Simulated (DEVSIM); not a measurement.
Structure: abrupt InP p-n junction, at 300 K.

```tsv
layer (left to right)	material	thickness (μm)	Nd (cm⁻³)	Na (cm⁻³)	τn (s)	τp (s)
1	InP	62.0	-	1.4e15	4.2e-8	1.4e-9
2	InP	22.0	1.4e16	-	1.4e-9	1.4e-9
```

Left contact: ohmic. Right contact: ohmic. Voltage is applied to the left contact. Recombination: SRH at mid-gap, Auger. Mobility is μmin + (μ − μmin)/(1 + (N/Nref)^α).

Constants are typed, rounded textbook-type inputs, not results; the design itself was drawn at random and stands for no fabricated device. Values at 300 K.

| parameter | InP |
|---|---|
| gap (eV) | 1.344 |
| affinity (eV) | 4.38 |
| permittivity | 12.5 |
| Nc (cm⁻³) | 5.7e17 |
| Nv (cm⁻³) | 1.1e19 |
| μn (cm²/Vs) | 5200 |
| μp (cm²/Vs) | 170 |
| μn,min | 400 |
| μp,min | 10 |
| Nref,n | 3e17 |
| Nref,p | 4.9e17 |
| αn | 0.47 |
| αp | 0.62 |
| Cn (cm⁶/s) | 9e-31 |
| Cp (cm⁶/s) | 9e-31 |

Model (solved in DEVSIM): 1D drift-diffusion, Boltzmann statistics, complete ionisation; no tunnelling, impact ionisation, image-force lowering or self-heating.

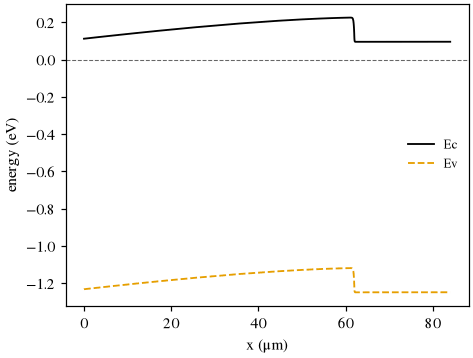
Figure: Band edges at 1.0 V on the left contact

Energies count from the Fermi level of the right contact; mesh points crowd at the junctions.

| x (μm) | Ec (eV) | Ev (eV) | n (cm⁻³) | p (cm⁻³) | field (V/cm) |
|---|---|---|---|---|---|
| 0.000 | 0.112 | -1.232 | < 1e2 | 1.4e15 | 26 |
| 0.05124 | 0.112 | -1.232 | 1.1e11 | 1.4e15 | 26 |
| 0.2216 | 0.113 | -1.231 | 4.6e11 | 1.4e15 | 26 |
| 0.7457 | 0.114 | -1.230 | 1.5e12 | 1.4e15 | 26 |
| 3.602 | 0.121 | -1.223 | 6.4e12 | 1.4e15 | 26 |
| 11.81 | 0.142 | -1.202 | 1.5e13 | 1.4e15 | 24 |
| 35.67 | 0.194 | -1.150 | 3.4e13 | 1.4e15 | 18 |
| 56.43 | 0.222 | -1.122 | 7.1e13 | 1.5e15 | ≈ 0 |
| 60.24 | 0.225 | -1.119 | 8.4e13 | 1.5e15 | ≈ 0 |
| 61.48 | 0.225 | -1.119 | 9.3e13 | 1.4e15 | -97 |
| 61.85 | 0.195 | -1.149 | 3.0e14 | 4.5e14 | -2500 |
| 61.99 | 0.137 | -1.207 | 2.8e15 | 4.8e13 | -6700 |
| 62.03 | 0.113 | -1.231 | 7.2e15 | 1.8e13 | -4400 |
| 62.13 | 0.096 | -1.248 | 1.3e16 | 8.6e12 | -270 |
| 62.71 | 0.096 | -1.248 | 1.4e16 | 3.8e12 | ≈ 0 |
| 64.28 | 0.096 | -1.248 | 1.4e16 | 4.7e11 | ≈ 0 |
| 69.48 | 0.096 | -1.248 | 1.4e16 | 4.5e8 | ≈ 0 |
| 78.73 | 0.096 | -1.248 | 1.4e16 | 2100 | ≈ 0 |
| 82.90 | 0.096 | -1.248 | 1.4e16 | < 1e2 | ≈ 0 |
| 83.68 | 0.096 | -1.248 | 1.4e16 | < 1e2 | ≈ 0 |
| 83.91 | 0.096 | -1.248 | 1.4e16 | < 1e2 | ≈ 0 |
| 84.00 | 0.096 | -1.248 | 1.4e16 | < 1e2 | ≈ 0 |
